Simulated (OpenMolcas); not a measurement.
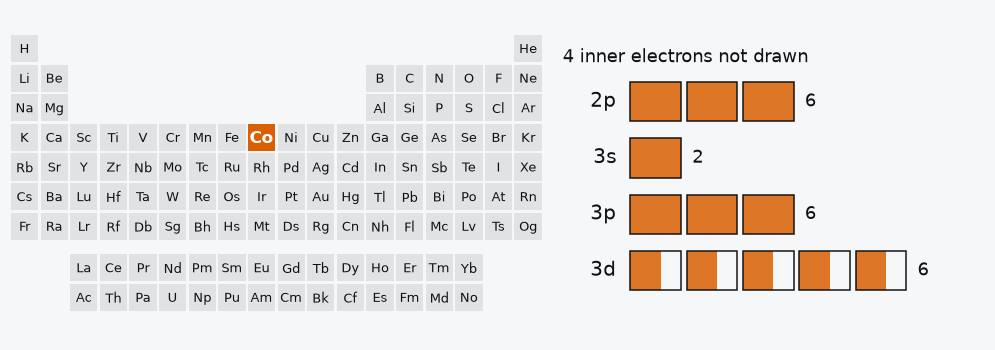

Left, the place of cobalt in the periodic table; right, the outer shells of the leading configuration of the lowest level: a box for each of the 2l + 1 orbitals, shaded by the share of the shell that is filled, with the electron count at the right.

Co³⁺: multiconfigurational calculation

System: Co³⁺, among 6 point charges of −1.5 e at 1.8 Å, trigonal antiprism (D3d), axial distortion 0.82, whose field is part of the energies.
Method: state-averaged SS-CASPT2, IPEA shift 0.25, imaginary shift 0.1 hartree, closed shells 3s 3p correlated, active space 6 electrons in the shell 3d, basis ANO-RCC-VDZP, DKH2 scalar Hamiltonian, spin-orbit coupling by RASSI with atomic mean-field integrals (OpenMolcas).

### The input
```
&GATEWAY
Coord
1

Co 0.0 0.0 0.0
Basis=ANO-RCC-VDZP
Group=XYZ
NoMove
AngMom=0.0 0.0 0.0
AMFI
XField
3 Angstrom 0
0.000000 1.270195 1.275384 -1.500000
1.100021 -0.635097 1.275384 -1.500000
1.100021 0.635097 -1.275384 -1.500000
&SEWARD
&RASSCF
FileOrb=start.orb
Symmetry=1
Spin=5
nActEl=6 0 0
Inactive=3 6
Ras2=5 0
CIRoot=5 5 1
SDav=5
CIMx=300
Iter=120 100
PrWF=0.3
OrbListing=Nothing
MaxOrb=0
>>> COPY $Project.JobIph JOB001
&RASSCF
FileOrb=start.orb
Symmetry=1
Spin=3
nActEl=6 0 0
Inactive=3 6
Ras2=5 0
CIRoot=45 45 1
SDav=45
CIMx=300
Iter=120 100
PrWF=0.3
OrbListing=Nothing
MaxOrb=0
>>> COPY $Project.JobIph JOB002
&RASSCF
FileOrb=start.orb
Symmetry=1
Spin=1
nActEl=6 0 0
Inactive=3 6
Ras2=5 0
CIRoot=50 50 1
SDav=50
CIMx=300
Iter=120 100
PrWF=0.3
OrbListing=Nothing
MaxOrb=0
>>> COPY $Project.JobIph JOB003
&RASSI
NrOfJobIphs=3 5 45 50
1 2 3 4 5
1 2 3 4 5 6 7 8 9 10 11 12 13 14 15 16 17 18 19 20 21 22 23 24 25 26 27
28 29 30 31 32 33 34 35 36 37 38 39 40 41 42 43 44 45
1 2 3 4 5 6 7 8 9 10 11 12 13 14 15 16 17 18 19 20 21 22 23 24 25 26 27
28 29 30 31 32 33 34 35 36 37 38 39 40 41 42 43 44 45 46 47 48 49 50
IphNames
JOB001
JOB002
JOB003
EJob
SpinOrbit
DIPRint=1.0
SOCoupling=1000.0
Subsets=2
Property=9
'ANGMOM' 1 'ANGMOM' 2 'ANGMOM' 3 'MLTPL  1' 1 'MLTPL  1' 2 'MLTPL  1' 3
'AMFI' 1 'AMFI' 2 'AMFI' 3
SOProperty=3
'ANGMOM' 1 'ANGMOM' 2 'ANGMOM' 3
>>> COPY JOB001 $Project.JobIph
&CASPT2
Multistate=5 1 2 3 4 5
NoMult
Frozen=2 3
IPEA=0.25
Imaginary=0.1
MaxIter=60
WThr=0.0 0.3 0.05
PrWF=0.5
NoMix
>>> COPY JOB002 $Project.JobIph
&CASPT2
Multistate=45 1 2 3 4 5 6 7 8 9 10 11 12 13 14 15 16 17 18 19 20 21 22
23 24 25 26 27 28 29 30 31 32 33 34 35 36 37 38 39 40 41 42 43 44 45
NoMult
Frozen=2 3
IPEA=0.25
Imaginary=0.1
MaxIter=60
WThr=0.0 0.3 0.05
PrWF=0.5
NoMix
>>> COPY JOB003 $Project.JobIph
&CASPT2
Multistate=50 1 2 3 4 5 6 7 8 9 10 11 12 13 14 15 16 17 18 19 20 21 22
23 24 25 26 27 28 29 30 31 32 33 34 35 36 37 38 39 40 41 42 43 44 45 46
47 48 49 50
NoMult
Frozen=2 3
IPEA=0.25
Imaginary=0.1
MaxIter=60
WThr=0.0 0.3 0.05
PrWF=0.5
NoMix
```

The file start.orb holds starting orbitals from an earlier step. A driver script formed the levels outside the program, from RASSI's spin-orbit matrix and the CASPT2 energies (for multi-state variants, the effective Hamiltonian), averaged over the components of each term or state. The log and the time are those of the CASPT2 step.

Hardware: 1 thread of Arm Neoverse V1, 24 GiB of memory available, shared host.

Launched with:
```bash
OMP_NUM_THREADS=1 MOLCAS_MEM=1689 MOLCAS_PROJECT=a pymolcas a.inp > a.log  # once for each step of the input, in one work folder
```

### The program's output (extracts)
```
--- CASPT2 ---
Orbital specifications:
      -----------------------

      Symmetry species                           1   2
                                                ag  au
      Frozen orbitals                            2   3
      Inactive orbitals                          1   3
      Active orbitals                            5   0
      Secondary orbitals                         7  13
      Deleted orbitals                           0   0
      Number of basis functions                 15  19
Type of calculation                        SS-CASPT2
      Fock operator                              state-specific
      IPEA shift                                 0.25
      Real shift                                 0.00
      Imaginary shift                            0.10
      The input orbitals will be transformed to quasi-canonical
Reference energy:       -1397.8146599309
      E2 (Non-variational):      -0.3138580577
      Shift correction:          -0.0000870645
      E2 (Variational):          -0.3139451222
      Total energy:           -1398.1286050531
      Residual norm:              0.0000005599
      Reference weight:           0.95487
      Contributions to the CASPT2 correlation energy
      Active & Virtual Only:         -0.0966120164
      One Inactive Excited:          -0.1510082851
      Two Inactive Excited:          -0.0662377562
Reference energy:       -1397.8146599292
      E2 (Non-variational):      -0.3139815560
      Shift correction:          -0.0000869457
      E2 (Variational):          -0.3140685017
      Total energy:           -1398.1287284309
      Residual norm:              0.0000006024
      Reference weight:           0.95480
      Contributions to the CASPT2 correlation energy
      Active & Virtual Only:         -0.0966901530
      One Inactive Excited:          -0.1510224956
      Two Inactive Excited:          -0.0662689073
::    CASPT2 Root  1     Total energy:  -1398.12860505
::    CASPT2 Root  2     Total energy:  -1398.12872843
::    CASPT2 Root  3     Total energy:  -1398.09471675
::    CASPT2 Root  4     Total energy:  -1398.08292609
::    CASPT2 Root  5     Total energy:  -1398.08283268
--- CASPT2 ---
Orbital specifications:
      -----------------------

      Symmetry species                           1   2
                                                ag  au
      Frozen orbitals                            2   3
      Inactive orbitals                          1   3
      Active orbitals                            5   0
      Secondary orbitals                         7  13
      Deleted orbitals                           0   0
      Number of basis functions                 15  19
Type of calculation                        SS-CASPT2
      Fock operator                              state-specific
      IPEA shift                                 0.25
      Real shift                                 0.00
      Imaginary shift                            0.10
      The input orbitals will be transformed to quasi-canonical
Reference energy:       -1397.6978947707
      E2 (Non-variational):      -0.3215190045
      Shift correction:          -0.0000869301
      E2 (Variational):          -0.3216059346
      Total energy:           -1398.0195007053
      Residual norm:              0.0000006622
      Reference weight:           0.95388
      Contributions to the CASPT2 correlation energy
      Active & Virtual Only:         -0.0989210467
      One Inactive Excited:          -0.1562794981
      Two Inactive Excited:          -0.0663184596
Reference energy:       -1397.6978947687
      E2 (Non-variational):      -0.3215120249
      Shift correction:          -0.0000890089
      E2 (Variational):          -0.3216010337
      Total energy:           -1398.0194958025
      Residual norm:              0.0000005252
      Reference weight:           0.95390
      Contributions to the CASPT2 correlation energy
      Active & Virtual Only:         -0.0989270178
      One Inactive Excited:          -0.1562642967
      Two Inactive Excited:          -0.0663207104
::    CASPT2 Root  1     Total energy:  -1398.01950071
::    CASPT2 Root  2     Total energy:  -1398.01949580
::    CASPT2 Root  3     Total energy:  -1398.01512715
::    CASPT2 Root  4     Total energy:  -1398.01136259
::    CASPT2 Root  5     Total energy:  -1398.00850989
::    CASPT2 Root  6     Total energy:  -1398.00854898
::    CASPT2 Root  7     Total energy:  -1398.00925222
::    CASPT2 Root  8     Total energy:  -1398.00314344
::    CASPT2 Root  9     Total energy:  -1398.00309600
::    CASPT2 Root 10     Total energy:  -1397.99675766
::    CASPT2 Root 11     Total energy:  -1397.99677239
::    CASPT2 Root 12     Total energy:  -1398.00353230
::    CASPT2 Root 13     Total energy:  -1397.99228997
::    CASPT2 Root 14     Total energy:  -1397.99228297
::    CASPT2 Root 15     Total energy:  -1397.98844493
::    CASPT2 Root 16     Total energy:  -1397.98155005
::    CASPT2 Root 17     Total energy:  -1397.98135188
::    CASPT2 Root 18     Total energy:  -1397.98269379
::    CASPT2 Root 19     Total energy:  -1397.97884506
::    CASPT2 Root 20     Total energy:  -1397.97681424
::    CASPT2 Root 21     Total energy:  -1397.97683373
::    CASPT2 Root 22     Total energy:  -1397.97344714
::    CASPT2 Root 23     Total energy:  -1397.97342884
::    CASPT2 Root 24     Total energy:  -1397.96238799
::    CASPT2 Root 25     Total energy:  -1397.96551105
::    CASPT2 Root 26     Total energy:  -1397.96561731
::    CASPT2 Root 27     Total energy:  -1397.95512592
::    CASPT2 Root 28     Total energy:  -1397.95500582
::    CASPT2 Root 29     Total energy:  -1397.95131784
::    CASPT2 Root 30     Total energy:  -1397.95017068
--- CASPT2 ---
Orbital specifications:
      -----------------------

      Symmetry species                           1   2
                                                ag  au
      Frozen orbitals                            2   3
      Inactive orbitals                          1   3
      Active orbitals                            5   0
      Secondary orbitals                         7  13
      Deleted orbitals                           0   0
      Number of basis functions                 15  19
Type of calculation                        SS-CASPT2
      Fock operator                              state-specific
      IPEA shift                                 0.25
      Real shift                                 0.00
      Imaginary shift                            0.10
      The input orbitals will be transformed to quasi-canonical
Reference energy:       -1397.6536957398
      E2 (Non-variational):      -0.3180397199
      Shift correction:          -0.0001081513
      E2 (Variational):          -0.3181478712
      Total energy:           -1397.9718436110
      Residual norm:              0.0000001511
      Reference weight:           0.95539
      Contributions to the CASPT2 correlation energy
      Active & Virtual Only:         -0.0975973566
      One Inactive Excited:          -0.1570488715
      Two Inactive Excited:          -0.0633934918
Reference energy:       -1397.6456251996
      E2 (Non-variational):      -0.3206084065
      Shift correction:          -0.0000927605
      E2 (Variational):          -0.3207011671
      Total energy:           -1397.9663263666
      Residual norm:              0.0000000649
      Reference weight:           0.95386
      Contributions to the CASPT2 correlation energy
      Active & Virtual Only:         -0.0972156055
      One Inactive Excited:          -0.1631119699
      Two Inactive Excited:          -0.0602808312
::    CASPT2 Root  1     Total energy:  -1397.97184361
::    CASPT2 Root  2     Total energy:  -1397.96632637
::    CASPT2 Root  3     Total energy:  -1397.96619683
::    CASPT2 Root  4     Total energy:  -1397.96032319
::    CASPT2 Root  5     Total energy:  -1397.95434429
::    CASPT2 Root  6     Total energy:  -1397.95428743
::    CASPT2 Root  7     Total energy:  -1397.95484404
::    CASPT2 Root  8     Total energy:  -1397.94977440
::    CASPT2 Root  9     Total energy:  -1397.94971742
::    CASPT2 Root 10     Total energy:  -1397.94504398
::    CASPT2 Root 11     Total energy:  -1397.93763914
::    CASPT2 Root 12     Total energy:  -1397.93765894
::    CASPT2 Root 13     Total energy:  -1397.92996091
::    CASPT2 Root 14     Total energy:  -1397.92930948
::    CASPT2 Root 15     Total energy:  -1397.92754046
::    CASPT2 Root 16     Total energy:  -1397.92784326
::    CASPT2 Root 17     Total energy:  -1397.92255778
::    CASPT2 Root 18     Total energy:  -1397.92429173
::    CASPT2 Root 19     Total energy:  -1397.91712078
::    CASPT2 Root 20     Total energy:  -1397.91707183
::    CASPT2 Root 21     Total energy:  -1397.90962830
::    CASPT2 Root 22     Total energy:  -1397.90987233
::    CASPT2 Root 23     Total energy:  -1397.91081958
::    CASPT2 Root 24     Total energy:  -1397.91065447
::    CASPT2 Root 25     Total energy:  -1397.91050184
::    CASPT2 Root 26     Total energy:  -1397.90257815
::    CASPT2 Root 27     Total energy:  -1397.90144681
::    CASPT2 Root 28     Total energy:  -1397.90129262
::    CASPT2 Root 29     Total energy:  -1397.88939370
::    CASPT2 Root 30     Total energy:  -1397.88138172
```

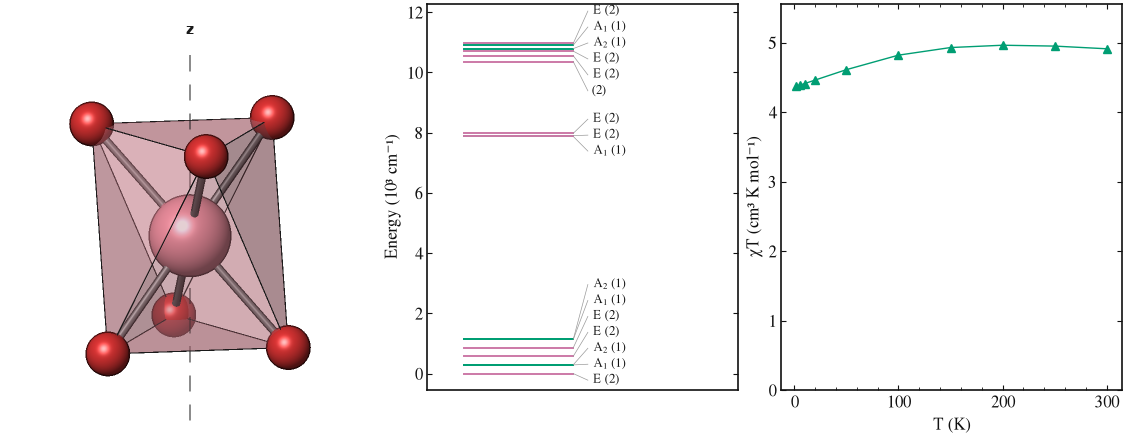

Co³⁺ (3d⁶) among 6 point charges of −1.5 e at 1.8 Å, arranged as: trigonal antiprism (D3d), axial distortion 0.82, with its levels and susceptibility. Labels give the representation in O, Td, D4 or D3 as the site allows (double group for half-integer spin) where it could be assigned and, in brackets, the degeneracy; spin-free states, where drawn, share the zero of the spin-orbit levels. Powder susceptibility by Van Vleck's formula. The ground level is E, doubly degenerate, 100 % from states of spin multiplicity 5. Its principal g values are 0.00, 0.00 and 11.81, easy-axis. The next level lies at 288 cm⁻¹ (A₁). χT is 4.37 cm³ K mol⁻¹ at 2 K and 4.91 at 300 K, an effective moment of 6.27 μB.

### Results in brief

| quantity | value |
| --- | --- |
| outcome | converged |
| energy of the lowest spin-free term | −1398.12867 hartree |
| energy of the lowest spin-orbit level | −1398.13154 hartree |
| CASPT2 correlation energy | −0.3140 hartree |
| largest spread among components of a term | 100.2 cm⁻¹ |
| lowest reference weight | 0.946 |
| wall time | 7 s |

### Notes

The components of ¹E, which symmetry makes degenerate, are split by 100 cm⁻¹ in CASPT2, and those of 2 more by over 50 cm⁻¹. This is an artefact; the levels of such states rest on averages and are uncertain by about as much. Limits: point charges lack covalency, field too small at true ligand charges; small active space favours high spin, ground spin may be wrong.
